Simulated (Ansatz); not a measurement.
# SiH₂O (singlet): correlated methods under varied settings

Aim: run SiH₂O (singlet) at one geometry under a spread of methods and options, and see what each costs and gives.

The runs use Ansatz 0.2.0, Gaussian basis; the settings change from run to run.

38 further runs of the same task are left out: 14 for a known fault of the program, 11 that didn't finish, 13 set aside as unsound or not needed.

### Step 1. The system

The geometry is a PBE0/def2-TZVP stationary point (not a proven minimum) of the parent state, kept for this charge and spin.

4 atoms, charge 0, spin multiplicity 1.

Atoms are counted from 1 here; the program's logs count them from 0.

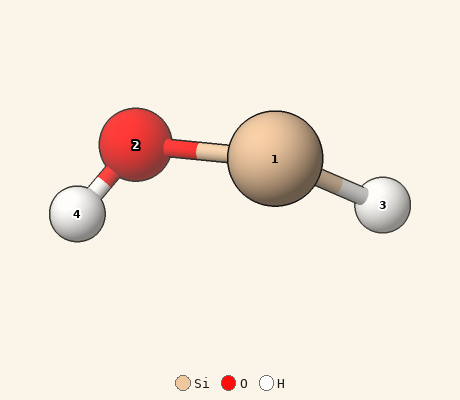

The geometry (silicon light orange, oxygen red, hydrogen white); atoms are numbered from 1 in the order of the file.

### Step 2. CISD/cc-pVDZ

File in.yaml:

```yaml
crystal:
  periodic: [false, false, false]
  atoms:
    - {symbol: Si, position_ang: [0.025157, -0.096377, 0.597723]}
    - {symbol: O, position_ang: [-0.094714, 0.094069, -1.040960]}
    - {symbol: H, position_ang: [0.079727, 1.161161, 1.408550]}
    - {symbol: H, position_ang: [0.722716, 0.031127, -1.540129]}
basis:
  gaussian: {orbitals: cc-pVDZ}
correlation: {active_space: {ras: {orbitals: [6, 0, 30], electrons: 12, max_holes: 2, max_particles: 2}, fixed_orbitals: true}}
accuracy: high
output: {forces: true}
```

Run with:

```bash
> ansatz run in.yaml --threads 1 --pin off --events-out ev --progress --plain --max-ram 2393MiB
```

The program printed:

```text
Functional definition: HF
  name "HF"
  cite "Fock, Z. Phys. 61, 126 (1930) doi:10.1007/BF01340294"
  parent pbe
  exchange = exact_x
  correlation = 0
867 factors; integrals over basis functions are off by at most 3.6e-9 eV
mean field evaluation 1: about -9927.9434 eV, gradient 3.2e1 eV
mean field evaluation 2: about -9927.9506 eV, gradient 3.2e1 eV
mean field evaluation 4: about -9929.8994 eV, gradient 1.9e0 eV
mean field evaluation 8: about -9929.9194 eV, gradient 3.0e-4 eV
mean field -9929.91943613 eV, -364.9178085368 hartree, gradient 8.2e-8 eV, S^2 0.000000; 0 other end points of the search recorded, 0 dependent functions left out
reference -9929.91943613 eV, -364.9178085368 hartree; 12, 12 occupied and 30, 30 virtual orbitals, 867 factors
state -9937.31771692 eV, -365.1896903408 hartree
the calculation of the forces begins
Total energy: -9937.31771692 eV, -365.1896903408 hartree
Atom 0 at     0.025157    -0.096377     0.597723 Å, force     0.030295    -2.522685     1.692613 eV/Å
Atom 1 at    -0.094714     0.094069    -1.040960 Å, force     0.089882     1.193006    -0.928479 eV/Å
Atom 2 at     0.079727     1.161161     1.408550 Å, force    -0.071388     1.342788    -0.499019 eV/Å
Atom 3 at     0.722716     0.031127    -1.540129 Å, force    -0.048789    -0.013110    -0.265116 eV/Å
Dipole moment:     0.290757     0.117360    -0.174646 e Å
```

Run time: 2.3 s. Hardware: 1 thread of Arm Neoverse V1, shared host.

From the report: 45,811 determinants.

### Step 3. CCSDT/STO-3G

File in.yaml:

```yaml
crystal:
  periodic: [false, false, false]
  atoms:
    - {symbol: Si, position_ang: [0.025157, -0.096377, 0.597723]}
    - {symbol: O, position_ang: [-0.094714, 0.094069, -1.040960]}
    - {symbol: H, position_ang: [0.079727, 1.161161, 1.408550]}
    - {symbol: H, position_ang: [0.722716, 0.031127, -1.540129]}
basis:
  gaussian: {orbitals: STO-3G}
magnetization: {spin_polarized: true, initial_magnetization: 0}
hamiltonian: {xc: {name: PBE}}
correlation: {method: ccsdt, electrons: outside_noble_gas}
```

The command is unchanged.

The program printed, shortened:

```text
Functional definition: PBE
  name "PBE"
  cite "Perdew, Burke & Ernzerhof, Phys. Rev. Lett. 77, 3865 (1996) doi:10.1103/PhysRevLett.77.3865"
  parent pbe
[...]
265 factors; integrals over basis functions are off by at most 5.2e-8 eV
[...]
mean field -9827.34922851 eV, -361.1484229311 hartree, gradient 3.8e-6 eV, S^2 0.000000; 5 other end points of the search recorded, 0 dependent functions left out
6 core orbitals not correlated: weight in the atoms' cores, before any rotation towards them, 0.999 or more for the frozen orbitals, at most 0.000 for the correlated occupied ones
reference -9809.37733875 eV, -360.4879681642 hartree; 6, 6 occupied and 4, 4 virtual orbitals, 265 factors
second order -2.24722523 eV of doubles, -0.44888411 eV of singles
cycle   1  -2.59761382 eV  change    5.5e-2 eV  update   1.1e-1
[...]
cycle  17  -3.04491394 eV  change   -2.4e-7 eV  update   8.4e-7
Total energy: -9812.42225269 eV, -360.5998666875 hartree
```

Run time: 1.8 s. Hardware: 1 thread of Arm Neoverse V1, shared host.

From the report: ⟨S²⟩ of the determinant 0.000 (pure singlet: 0.00); correlation -3.0449 eV; T1 0.024; largest double amplitude 0.13. The orbitals are Kohn-Sham ones, so correlation energy and T1 don't compare with those on Hartree-Fock orbitals.

### Step 4. CCSDT(Q)/B on RHF/6-31G

Changes to in.yaml since step 3:

```diff
@@ -8,5 +8,4 @@
 basis:
-  gaussian: {orbitals: STO-3G}
-magnetization: {spin_polarized: true, initial_magnetization: 0}
-hamiltonian: {xc: {name: PBE}}
-correlation: {method: ccsdt, electrons: outside_noble_gas}
+  gaussian: {orbitals: 6-31G}
+magnetization: {spin_polarized: false}
+correlation: {method: ccsdt_q_b, electrons: outside_noble_gas}
```

The command is unchanged.

The program printed, shortened:

```text
Functional definition: HF
  name "HF"
  cite "Fock, Z. Phys. 61, 126 (1930) doi:10.1007/BF01340294"
  parent pbe
[...]
516 factors; integrals over basis functions are off by at most 7.8e-8 eV
[...]
mean field -9927.49182410 eV, -364.8285954399 hartree, gradient 9.9e-6 eV, S^2 0.000000; 0 other end points of the search recorded, 0 dependent functions left out; unrestricted orbitals would lower it
6 core orbitals not correlated: weight in the atoms' cores, before any rotation towards them, 1.000 or more for the frozen orbitals, at most 0.000 for the correlated occupied ones
reference -9927.49182410 eV, -364.8285954399 hartree; 6, 6 occupied and 14, 14 virtual orbitals, 516 factors
second order -4.54321412 eV of doubles, -0.00000000 eV of singles
cycle   1  -4.67502130 eV  change   -1.3e-1 eV  update   8.6e-2
[...]
cycle  18  -5.06866145 eV  change    1.1e-6 eV  update   8.8e-7
perturbative correction -0.01687550 eV, -0.0006201633 hartree
Total energy: -9932.57736106 eV, -365.0154854761 hartree
```

Wall time 1.1 s (1 thread of Arm Neoverse V1, shared host).

From the report: correlation -5.0855 eV; T1 0.016; largest double amplitude 0.13.

### Step 5. CISD/STO-3G

Changes to in.yaml since step 4:

```diff
@@ -8,4 +8,3 @@
 basis:
-  gaussian: {orbitals: 6-31G}
-magnetization: {spin_polarized: false}
-correlation: {method: ccsdt_q_b, electrons: outside_noble_gas}
+  gaussian: {orbitals: STO-3G}
+correlation: {active_space: {ras: {orbitals: [6, 0, 4], electrons: 12, max_holes: 2, max_particles: 2}, fixed_orbitals: true}}
```

Same command.

The program printed:

```text
Functional definition: HF
  name "HF"
  cite "Fock, Z. Phys. 61, 126 (1930) doi:10.1007/BF01340294"
  parent pbe
  exchange = exact_x
  correlation = 0
190 factors; integrals over basis functions are off by at most 4.8e-5 eV
mean field evaluation 1: about -9808.5460 eV, gradient 1.9e1 eV
mean field evaluation 2: about -9808.5833 eV, gradient 2.0e1 eV
mean field evaluation 4: about -9809.9964 eV, gradient 1.0e0 eV
mean field evaluation 8: about -9810.0037 eV, gradient 1.9e-5 eV
mean field -9810.00366104 eV, -360.5109850841 hartree, gradient 1.6e-6 eV, S^2 0.000000; 0 other end points of the search recorded, 0 dependent functions left out
reference -9810.00366104 eV, -360.5109850841 hartree; 12, 12 occupied and 4, 4 virtual orbitals, 190 factors
state -9812.34292036 eV, -360.5969512782 hartree
Total energy: -9812.34292036 eV, -360.5969512782 hartree
```

Wall time 0.12 s (1 thread of Arm Neoverse V1, shared host).

From the report: 805 determinants.

### Step 6. BCCD on RHF/cc-pVDZ

Changes to in.yaml since step 5:

```diff
@@ -8,3 +8,5 @@
 basis:
-  gaussian: {orbitals: STO-3G}
-correlation: {active_space: {ras: {orbitals: [6, 0, 4], electrons: 12, max_holes: 2, max_particles: 2}, fixed_orbitals: true}}
+  gaussian: {orbitals: cc-pVDZ}
+magnetization: {spin_polarized: false}
+correlation: {method: bccd, electrons: all, diis_vectors: 1}
+scf: {lower_state_search: light}
```

Launched as before.

The program printed, shortened:

```text
Functional definition: HF
  name "HF"
  cite "Fock, Z. Phys. 61, 126 (1930) doi:10.1007/BF01340294"
  parent pbe
[...]
399 factors; integrals over basis functions are off by at most 1.3e-3 eV
[...]
mean field -9929.91935293 eV, -364.9178054790 hartree, gradient 1.4e-6 eV, S^2 0.000000; 0 other end points of the search recorded, 0 dependent functions left out; unrestricted orbitals would lower it
reference -9929.91935293 eV, -364.9178054790 hartree; 12, 12 occupied and 30, 30 virtual orbitals, 399 factors
second order -7.64498659 eV of doubles, -0.00000000 eV of singles
cycle   1  -7.96128430 eV  change   -3.2e-1 eV  update   8.2e-2
[...]
cycle  19  -8.28643104 eV  change    1.2e-5 eV  update   2.9e-5
Total energy: -9938.20578397 eV, -365.2223262031 hartree
```

It took 1.3 s on 1 thread of Arm Neoverse V1, shared host.

From the report: correlation -8.2864 eV; largest double amplitude 0.12.

### Step 7. HF/cc-pVDZ

Changes to in.yaml since step 6:

```diff
@@ -10,3 +10,3 @@
 magnetization: {spin_polarized: false}
-correlation: {method: bccd, electrons: all, diis_vectors: 1}
-scf: {lower_state_search: light}
+hamiltonian: {xc: hf}
+output: {orbitals: {seedname: orbitals}}
```

Same command.

The program printed:

```text
Functional definition: HF
  name "HF"
  cite "Fock, Z. Phys. 61, 126 (1930) doi:10.1007/BF01340294"
  parent pbe
  exchange = exact_x
  correlation = 0
399 factors; integrals over basis functions are off by at most 1.3e-3 eV
mean field evaluation 1: about -9927.9511 eV, gradient 3.2e1 eV
mean field evaluation 2: about -9927.9538 eV, gradient 3.2e1 eV
mean field evaluation 4: about -9929.8991 eV, gradient 1.9e0 eV
mean field evaluation 8: about -9929.9194 eV, gradient 3.0e-4 eV
mean field -9929.91935293 eV, -364.9178054790 hartree, gradient 1.4e-5 eV, S^2 0.000000; 0 other end points of the search recorded, 0 dependent functions left out
reference -9929.91935293 eV, -364.9178054790 hartree; 12, 12 occupied and 30, 30 virtual orbitals, 399 factors
Total energy: -9929.91935293 eV, -364.9178054790 hartree
```

Run time: 0.21 s. Hardware: 1 thread of Arm Neoverse V1, shared host.

### Step 8. CCSD on RHF/cc-pVDZ

Changes to in.yaml since step 7:

```diff
@@ -10,3 +10,3 @@
 magnetization: {spin_polarized: false}
-hamiltonian: {xc: hf}
-output: {orbitals: {seedname: orbitals}}
+correlation: {method: ccsd, electrons: outside_noble_gas, diis_vectors: 1}
+scf: {lower_state_search: light}
```

Launched as before.

The program printed, shortened:

```text
Functional definition: HF
  name "HF"
  cite "Fock, Z. Phys. 61, 126 (1930) doi:10.1007/BF01340294"
  parent pbe
[...]
399 factors; integrals over basis functions are off by at most 1.3e-3 eV
[...]
mean field -9929.91935293 eV, -364.9178054790 hartree, gradient 1.4e-6 eV, S^2 0.000000; 0 other end points of the search recorded, 0 dependent functions left out; unrestricted orbitals would lower it
6 core orbitals not correlated: weight in the atoms' cores, before any rotation towards them, 1.000 or more for the frozen orbitals, at most 0.000 for the correlated occupied ones
reference -9929.91935293 eV, -364.9178054790 hartree; 6, 6 occupied and 30, 30 virtual orbitals, 399 factors
second order -7.39653999 eV of doubles, -0.00000000 eV of singles
cycle   1  -7.72236390 eV  change   -3.3e-1 eV  update   8.3e-2
[...]
cycle  21  -8.07231663 eV  change    8.8e-6 eV  update   1.4e-5
Total energy: -9937.99166956 eV, -365.2144576437 hartree
```

It took 0.45 s on 1 thread of Arm Neoverse V1, shared host.

From the report: correlation -8.0723 eV; T1 0.016; largest double amplitude 0.12.

### Step 9. CCSD on UHF/def2-mTZVP

Changes to in.yaml since step 8:

```diff
@@ -8,5 +8,5 @@
 basis:
-  gaussian: {orbitals: cc-pVDZ}
-magnetization: {spin_polarized: false}
-correlation: {method: ccsd, electrons: outside_noble_gas, diis_vectors: 1}
-scf: {lower_state_search: light}
+  gaussian: {orbitals: def2-mTZVP}
+magnetization: {spin_polarized: true, initial_magnetization: 0}
+correlation: {method: ccsd, electrons: valence}
+accuracy: high
```

Launched as before.

The program printed, shortened:

```text
Functional definition: HF
  name "HF"
  cite "Fock, Z. Phys. 61, 126 (1930) doi:10.1007/BF01340294"
  parent pbe
[...]
929 factors; integrals over basis functions are off by at most 3.9e-9 eV
[...]
mean field -9931.00896480 eV, -364.9578479766 hartree, gradient 2.8e-8 eV, S^2 0.494973; 3 other end points of the search recorded, 0 dependent functions left out
determinant -9931.00896480 eV, -364.9578479766 hartree, with singles and doubles -9938.74170026 eV, -365.2420207633 hartree
determinant -9929.61250259 eV, -364.9065289370 hartree, with singles and doubles -9937.48823553 eV, -365.1959567843 hartree
determinant -9930.83890971 eV, -364.9515985675 hartree, with singles and doubles -9938.84275125 eV, -365.2457343189 hartree
6 core orbitals not correlated: weight in the atoms' cores, before any rotation towards them, 1.000 or more for the frozen orbitals, at most 0.000 for the correlated occupied ones
reference -9931.00896480 eV, -364.9578479766 hartree; 6, 6 occupied and 40, 40 virtual orbitals, 929 factors
second order -7.17899678 eV of doubles, -0.00000000 eV of singles
cycle   1  -7.72832289 eV  change   -1.4e-1 eV  update   2.2e-2
[...]
cycle  31  -7.81382502 eV  change   4.1e-10 eV  update  3.8e-10
Total energy: -9938.82278982 eV, -365.2450007498 hartree
```

Wall time 7 s (1 thread of Arm Neoverse V1, shared host).

From the report: ⟨S²⟩ of the determinant 0.495 (pure singlet: 0.00); correlation -7.8138 eV; T1 0.082; largest double amplitude 0.13.

### Step 10. BCCD(T) on UHF/def2-SVP

Changes to in.yaml since step 9:

```diff
@@ -8,5 +8,5 @@
 basis:
-  gaussian: {orbitals: def2-mTZVP}
+  gaussian: {orbitals: def2-SVP}
 magnetization: {spin_polarized: true, initial_magnetization: 0}
-correlation: {method: ccsd, electrons: valence}
-accuracy: high
+correlation: {method: bccd_t, electrons: valence}
+output: {forces: true}
```

Launched as before.

The program printed, shortened:

```text
Functional definition: HF
  name "HF"
  cite "Fock, Z. Phys. 61, 126 (1930) doi:10.1007/BF01340294"
  parent pbe
[...]
401 factors; integrals over basis functions are off by at most 9.7e-4 eV
[...]
mean field -9925.92128633 eV, -364.7708792417 hartree, gradient 1.4e-6 eV, S^2 0.514090; 3 other end points of the search recorded, 0 dependent functions left out
determinant -9925.92128633 eV, -364.7708792417 hartree, with singles and doubles -9933.65085334 eV, -365.0549355899 hartree
determinant -9924.49910883 eV, -364.7186151825 hartree, with singles and doubles -9932.31026031 eV, -365.0056697048 hartree
6 core orbitals not correlated: weight in the atoms' cores, before any rotation towards them, 1.000 or more for the frozen orbitals, at most 0.000 for the correlated occupied ones
reference -9925.92128633 eV, -364.7708792417 hartree; 6, 6 occupied and 30, 30 virtual orbitals, 401 factors
second order -7.03475206 eV of doubles, -0.00000000 eV of singles
cycle   1  -7.78095898 eV  change   -5.1e-2 eV  update   2.9e-2
[...]
cycle  19  -7.81234263 eV  change    2.4e-7 eV  update   6.0e-7
perturbative correction -0.20136697 eV, -0.0074000995 hartree
[...]
Total energy: -9933.93499593 eV, -365.0653776375 hartree
Atom 0 at     0.025157    -0.096377     0.597723 Å, force     0.016432    -2.256348     1.204594 eV/Å
Atom 1 at    -0.094714     0.094069    -1.040960 Å, force    -0.039927     1.108798    -0.341666 eV/Å
Atom 2 at     0.079727     1.161161     1.408550 Å, force    -0.088843     1.201535    -0.488677 eV/Å
Atom 3 at     0.722716     0.031127    -1.540129 Å, force     0.112338    -0.053985    -0.374251 eV/Å
Dipole moment:     0.292592     0.116361    -0.188114 e Å
```

It took 5.5 s on 1 thread of Arm Neoverse V1, shared host.

From the report: ⟨S²⟩ of the determinant 0.514 (pure singlet: 0.00); correlation -8.0137 eV; largest double amplitude 0.12. The determinant is far from a pure spin state, so its energy mixes those of several spin states (harmless only where they are near-degenerate, as at dissociation).

### Step 11. The runs in one table

Where basis and cores are those of an earlier RCCSDT(Q)/cc-pVDZ run (-9938.2200 eV), and the state is the same kind, the miss against it is given.

| level | correlated | functions | energy (eV) | from RCCSDT(Q) (meV) | time |
| --- | --- | --- | --- | --- | --- |
| CISD/cc-pVDZ | outside noble gas | 42 | -9937.3177 | 902.3 | 2.3 s |
| CCSDT/STO-3G (on PBE orbitals) | outside noble gas | 16 | -9812.4223 |  | 1.8 s |
| CCSDT(Q)/B on RHF/6-31G | outside noble gas | 26 | -9932.5774 |  | 1.1 s |
| CISD/STO-3G | outside noble gas | 16 | -9812.3429 |  | 0.12 s |
| BCCD on RHF/cc-pVDZ | all | 42 | -9938.2058 |  | 1.3 s |
| HF/cc-pVDZ |  | 42 | -9929.9194 | 8300.7 | 0.21 s |
| CCSD on RHF/cc-pVDZ | outside noble gas | 42 | -9937.9917 | 228.4 | 0.45 s |
| CCSD on UHF/def2-mTZVP | valence | 52 | -9938.8228 |  | 7 s |
| BCCD(T) on UHF/def2-SVP | valence | 42 | -9933.9350 |  | 5.5 s |

### Step 12. Results

```
quantity                        value
    runs                            9
quickest          CISD/STO-3G, 0.12 s
 slowest  CCSD on UHF/def2-mTZVP, 7 s
```

**Reading.** Total energies in different bases, with other cores or another treatment of relativity can't be set against each other. CCSD on UHF/def2-mTZVP took 59 times as long as CISD/STO-3G; the jobs differ in more than the method. Among the correlated runs with a miss given, it spans +228 to +902 meV. Hartree-Fock, CASSCF and CASCI lack dynamic correlation by design.
